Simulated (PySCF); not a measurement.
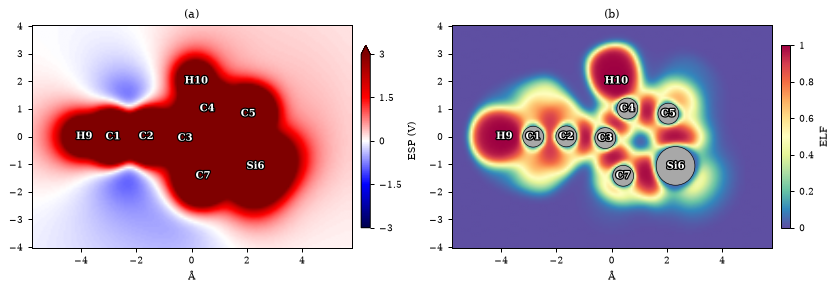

C$_{6}$H$_{7}$FSi. (a) electrostatic potential; (b) ELF on the plane of atoms C3, C4 and C5. Grey discs cover the atomic cores in the ELF map.

Geometry: GFN2-xTB.

Theory: CAM-B3LYP/def2-SVPD, SCF density, gas phase (PySCF).

```xyz
15

C     3.3614   -0.2031   -0.0860
C     2.1618   -0.2179   -0.1473
C     0.7533   -0.1628   -0.2079
C    -0.0288   -1.2125   -0.4639
C    -1.5144   -1.0368   -0.5065
Si   -1.8008    0.8160   -0.1445
C     0.0858    1.1724    0.0288
F     0.5107    2.0986   -0.9226
H     4.4093   -0.2102   -0.0408
H     0.3851   -2.1961   -0.6356
H    -1.8937   -1.3551   -1.4798
H    -1.9839   -1.6960    0.2268
H    -2.4959    1.0459    1.1231
H    -2.3590    1.5721   -1.2608
H     0.4047    1.5937    0.9895
```

Q: Interpret the plot.

A: The section cuts through C, Si and H sites. C–C (1.20 Å): the ELF peaks at about 0.85 between the atoms (a short, multiple covalent bond). C–Si (1.91 Å): the ELF peaks at about 0.95 between the atoms (a shared electron pair). C–H (1.05 Å): the ELF climbs to about 1 towards the hydrogen, as it does in any bond to H (an ordinary covalent bond to hydrogen). C–C (1.33 Å): the ELF peaks at about 0.95 between the atoms: a short, multiple covalent bond. Outside the dense part of the molecule the potential is most negative (−0.9 V) near C1.
